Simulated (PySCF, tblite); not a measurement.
C₅H₅NOSi, SMILES N[SiH2]C#CC#CC=O, geometry in Å:

```xyz
13

N     -2.7609    -0.7817     2.2188
Si    -2.5559     0.2771     0.8797
C     -0.8416     0.2720     0.1508
C      0.2886     0.2418    -0.2963
C      1.5439     0.2092    -0.7965
C      2.6708     0.1862    -1.2523
C      3.9841     0.1638    -1.7858
O      4.9006    -0.5071    -1.3835
H     -2.3234    -0.5643     3.0995
H     -2.7591    -1.7781     2.0726
H     -2.7953     1.6293     1.3797
H     -3.4553    -0.2000    -0.1687
H      4.0992     0.8524    -2.6501
```

GIAO shifts, PBE0/pcSseg-1, PySCF 2.14.0, at a GFN2-xTB geometry (a minimum by its frequencies), against NH₃ for ¹⁵N and TMS for ¹³C computed at the same level (¹⁵N: a single molecule, while the usual scales start at liquid NH₃ or nitromethane; multiply bonded nitrogen can come out tens of ppm too deshielded). Gas phase, fully decoupled, line heights follow the number of nuclei, widths are arbitrary (no quadrupolar broadening); values of one conformer, averaged over methyl-type rotors and exact or near symmetry.

Q: Which ¹⁵N signals does it give?

A: 1 signal.


```csv
δ (ppm),nuclei,atoms
14.1,1,N1
```

Q: Which ¹³C signals does it give?

A: 5 signals.


```
δ (ppm)  nuclei  atoms
  181.0       1     C7
  108.6       1     C3
   94.2       1     C4
   89.4       1     C5
   76.7       1     C6
```

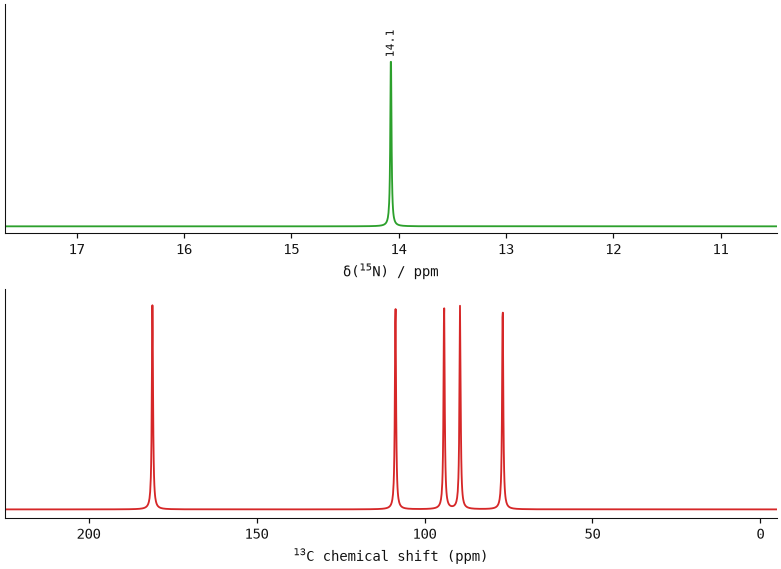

Caveats: the tight-binding geometry is rougher than a DFT one and adds to the error.
